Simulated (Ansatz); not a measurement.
**What a change does: single-point calculation on C$_{2}$H$_{7}$Ga**

System: C$_{2}$H$_{7}$Ga.
Method of run 1: RKS SPW92 (LDA)/def2-SVP (Ansatz 0.2.0).

The geometry comes from this level: PBE0-D4/def2-TZVP. Text and figures count atoms from 1; the logs count them from 0 in places.

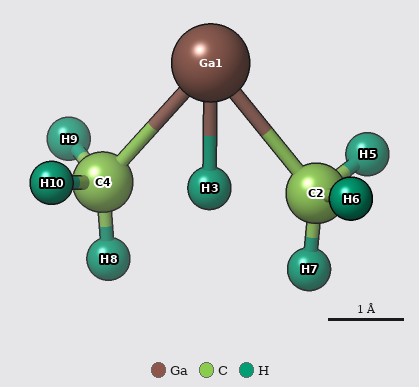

Fig. 1: The input geometry (ball-and-stick view, seen at a tilt; atoms are numbered from 1 in the order of the input). Sticks mark near contacts.

### The input, run 1
```yaml
crystal:
  periodic: [false, false, false]
  atoms:
    - {symbol: Ga, position_ang: [0.415806, 0.416219, 1.619934]}
    - {symbol: C, position_ang: [0.459965, 1.277772, -0.520347]}
    - {symbol: H, position_ang: [-0.016808, -0.018501, -0.069441]}
    - {symbol: C, position_ang: [-0.493487, -1.311687, 0.389487]}
    - {symbol: H, position_ang: [-0.092360, 2.201599, -0.325870]}
    - {symbol: H, position_ang: [1.525449, 1.522071, -0.562758]}
    - {symbol: H, position_ang: [0.168798, 0.934722, -1.521805]}
    - {symbol: H, position_ang: [-0.724186, -1.498411, -0.667557]}
    - {symbol: H, position_ang: [-1.429583, -1.418822, 0.945028]}
    - {symbol: H, position_ang: [0.186306, -2.104861, 0.713429]}
basis:
  gaussian: {orbitals: def2-SVP}
hamiltonian: {xc: lda}
```

Launched with:
```bash
ansatz run in.yaml --threads 4 --pin off --events-out ev --progress --plain --max-ram 9574MiB
```

Hardware: 4 threads of Arm Neoverse N1, 23 GiB of memory available, shared host.

### Output (run 1)
```
Functional definition: SPW92
  exchange = slater_x
  correlation = pw_c
1077 factors; their error is unknown
mean field evaluation 1: about -54437.3687 eV, gradient 7.9e1 eV
mean field evaluation 2: about -54382.5071 eV, gradient 1.4e2 eV
mean field evaluation 4: about -54451.7981 eV, gradient 8.4e0 eV
mean field evaluation 8: about -54452.0647 eV, gradient 2.0e-1 eV
mean field evaluation 16: about -54452.0224 eV, gradient 1.4e-4 eV
mean field -54452.02235963 eV, -2001.0749128102 hartree, gradient 1.7e-5 eV, S^2 0.000000; 0 other end points of the search recorded, 0 dependent functions left out
reference -54452.02239112 eV, -2001.0749139671 hartree; 25, 25 occupied and 70, 70 virtual orbitals, 1077 factors
Total energy: -54452.02239112 eV, -2001.0749139671 hartree
```

The input of run 2 differs as follows (lines with − go, lines with + come):
```diff
-    - {symbol: Ga, position_ang: [0.415806, 0.416219, 1.619934]}
-    - {symbol: C, position_ang: [0.459965, 1.277772, -0.520347]}
-    - {symbol: H, position_ang: [-0.016808, -0.018501, -0.069441]}
-    - {symbol: C, position_ang: [-0.493487, -1.311687, 0.389487]}
-    - {symbol: H, position_ang: [-0.092360, 2.201599, -0.325870]}
-    - {symbol: H, position_ang: [1.525449, 1.522071, -0.562758]}
-    - {symbol: H, position_ang: [0.168798, 0.934722, -1.521805]}
-    - {symbol: H, position_ang: [-0.724186, -1.498411, -0.667557]}
-    - {symbol: H, position_ang: [-1.429583, -1.418822, 0.945028]}
-    - {symbol: H, position_ang: [0.186306, -2.104861, 0.713429]}
+    - {symbol: Ga, position_ang: [0.371758, -0.240563, 2.097488]}
+    - {symbol: C, position_ang: [0.368260, 1.549657, -0.991248]}
+    - {symbol: H, position_ang: [-0.283427, 0.687760, -1.132539]}
+    - {symbol: C, position_ang: [-0.436207, -1.669415, 0.891576]}
+    - {symbol: H, position_ang: [0.039537, 2.126742, -0.126128]}
+    - {symbol: H, position_ang: [1.393487, 1.212898, -0.834933]}
+    - {symbol: H, position_ang: [0.329748, 2.181667, -1.878205]}
+    - {symbol: H, position_ang: [0.216548, -1.889687, 0.038690]}
+    - {symbol: H, position_ang: [-1.408095, -1.353695, 0.493866]}
+    - {symbol: H, position_ang: [-0.591709, -2.605263, 1.441534]}
```

What does this change do to the results?

With the same method and basis, run 2 lies 23.3 kcal/mol lower.

### Output (run 2)
```
Functional definition: SPW92
  exchange = slater_x
  correlation = pw_c
1077 factors; their error is unknown
mean field evaluation 1: about -54436.8033 eV, gradient 8.3e1 eV
mean field evaluation 2: about -54392.3449 eV, gradient 1.4e2 eV
mean field evaluation 4: about -54452.4048 eV, gradient 1.6e1 eV
mean field evaluation 8: about -54453.0751 eV, gradient 2.9e-1 eV
mean field evaluation 16: about -54453.0349 eV, gradient 4.3e-5 eV
mean field -54453.03487329 eV, -2001.1121220008 hartree, gradient 4.3e-5 eV, S^2 0.000000; 0 other end points of the search recorded, 0 dependent functions left out
reference -54453.03490742 eV, -2001.1121232549 hartree; 25, 25 occupied and 70, 70 virtual orbitals, 1077 factors
Total energy: -54453.03490742 eV, -2001.1121232549 hartree
```

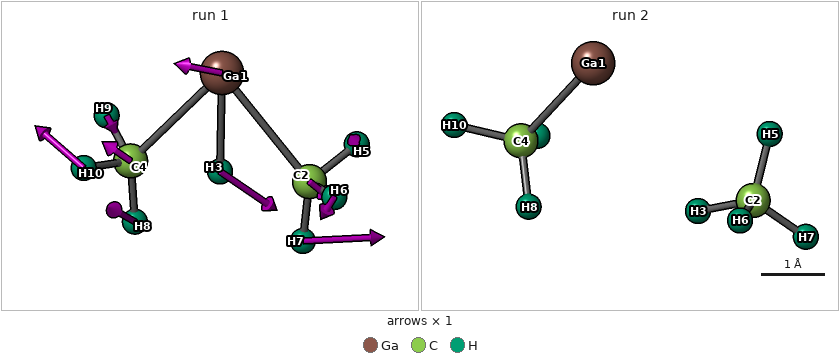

Fig. 2: The two input geometries at one scale (ball-and-stick view, seen at a tilt). The pink arrows on the first give the shifts of the atoms after the best rigid fit, at true length. H7 moves most after the best rigid fit: 1.33 Å. By element the largest moves are H 1.33 Å, Ga 0.84 Å, C 0.63 Å. Among the contacts that change: Ga1–H3 1.797 → 3.424 Å, Ga1–C2 2.308 → 3.570 Å, C2–H3 1.453 → 1.090 Å, Ga1–C4 2.308 → 2.037 Å.

### The two runs side by side

```csv
quantity,run 1,run 2
outcome,converged,converged
total energy (hartree),−2001.074914,−2001.112123
basis functions,95,95
wall time (shared host),0.7 s,0.6 s
```
